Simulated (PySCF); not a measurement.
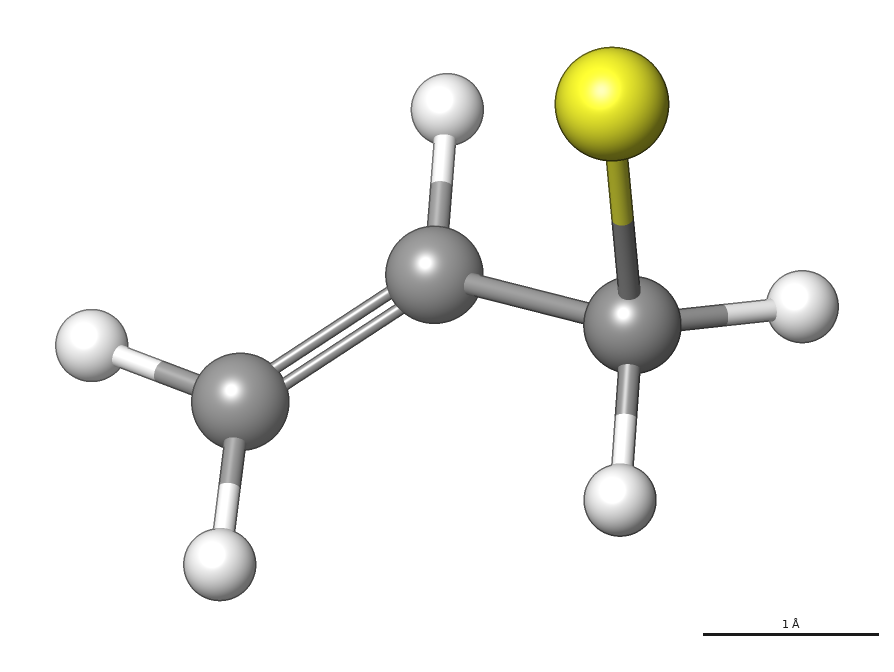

The picture shows a molecular structure as a ball-and-stick model. Multiple sticks mark multiple bonds (one Kekulé form). Colours: carbon grey, sulfur yellow, hydrogen white.

State: charge −1, singlet. The computed structure is the end point of a GFN2-xTB optimisation. No frequency run is at hand to confirm it as a minimum.

Count the atoms of each element.

Answer. C₃H₅S⁻, 9 atoms: 3 carbon, 5 hydrogen and 1 sulfur.

Name functional groups in it.

Answer. Among them: alkene.

What is the point group of this geometry?

Answer. C1.

Describe its rings.

Answer. It has no ring.

More results for the same structure follow; atom numbers are the same in all pictures, views and colours differ.

Shape

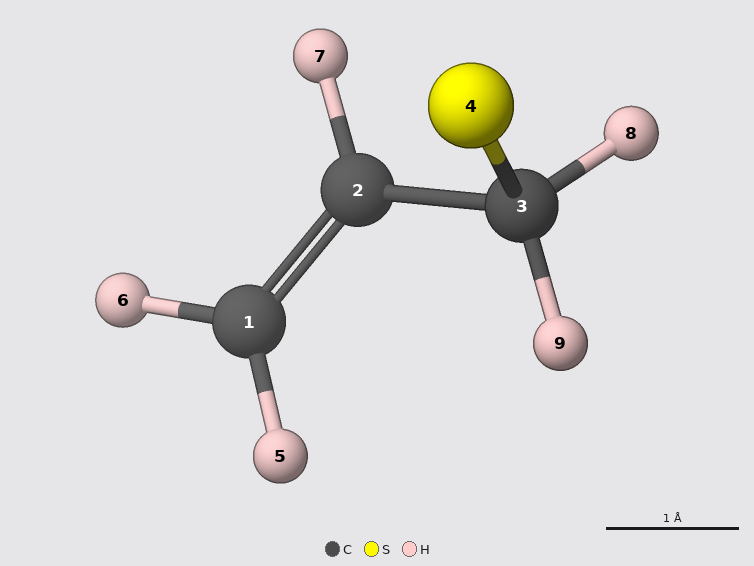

Atoms carry their numbers in the input. No frequency run is at hand to confirm it as a minimum.

Estimate the angles C2–C1–H5, C2–C1–H6, C1–C2–C3, C1–C2–H7, C3–C2–H7, C2–C3–S4, C2–C3–H8, C2–C3–H9, S4–C3–H8, S4–C3–H9.

```json
{"angle": "C2–C1–H5", "degrees": "121.6"}
{"angle": "C2–C1–H6", "degrees": "122.3"}
{"angle": "C1–C2–C3", "degrees": "125.4"}
{"angle": "C1–C2–H7", "degrees": "119.7"}
{"angle": "C3–C2–H7", "degrees": "114.6"}
{"angle": "C2–C3–S4", "degrees": "104.8"}
{"angle": "C2–C3–H8", "degrees": "112.2"}
{"angle": "C2–C3–H9", "degrees": "112.0"}
{"angle": "S4–C3–H8", "degrees": "108.7"}
{"angle": "S4–C3–H9", "degrees": "109.8"}
```

NMR shielding

The questions are on isotropic NMR shieldings of the C atoms. No frequency run is at hand to confirm it as a minimum. Properties computed with GIAO PBE0/pcSseg-1 NMR shielding, non-relativistic, gas phase (PySCF 2.14.0).

Give the isotropic NMR shieldings of the C atoms atom by atom.

```json
{"atom": "C1", "σ (ppm)": "95.8"}
{"atom": "C2", "σ (ppm)": "33.3"}
{"atom": "C3", "σ (ppm)": "145.1"}
```

Charges

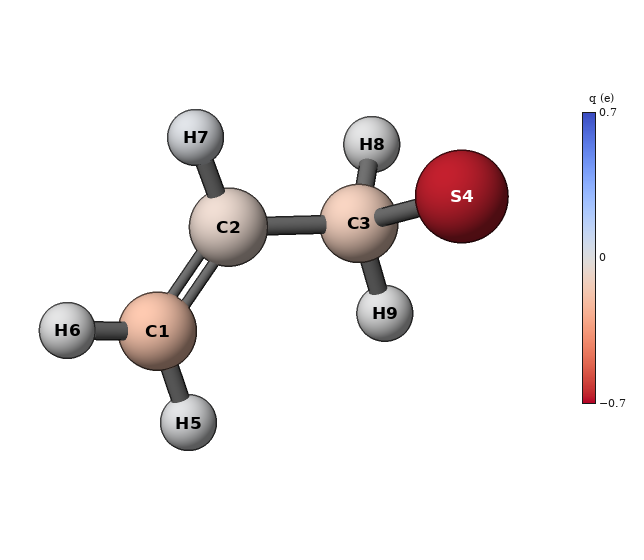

Atoms are coloured by their Hirshfeld charges. No frequency run is at hand to confirm it as a minimum. Method: PBE0/pcSseg-1, gas phase (PySCF 2.14.0).

Which atom carries the highest charge (most positive or least negative)?

Answer. H7 (0.02 e).

And the lowest?

Answer. S4 (−0.67 e).

Give the Hirshfeld charges atom by atom.

| atom | value (e) |
| --- | --- |
| C1 | −0.18 |
| C2 | −0.06 |
| C3 | −0.13 |
| S4 | −0.67 |
| H5 | 0.01 |
| H6 | 0.01 |
| H7 | 0.02 |
| H8 | 0.00 |
| H9 | 0.00 |

Quadrupole coupling

No frequency run is at hand to confirm it as a minimum. Electric field gradients from the ground-state density, PBE0/pcSseg-1 (PySCF 2.14.0), non-relativistic apart from any core potentials.

Give the largest field-gradient component, the quadrupole coupling constant and the asymmetry for 33S at S4 (Q = −67.81 mb).

| atom | V_zz (a.u.) | e²qQ/h (MHz) | η |
| --- | --- | --- | --- |
| S4 | 3.118 | −49.7 | 0.16 |

Electronic properties

No frequency run is at hand to confirm it as a minimum. Level of theory: PBE0/def2-SVPD, gas phase (PySCF 2.14.0).

Give the HOMO energy (Kohn–Sham orbital) at this level.

Answer. −0.07 eV.

Give the mean static polarisability at this level.

Answer. 83.9 bohr³.
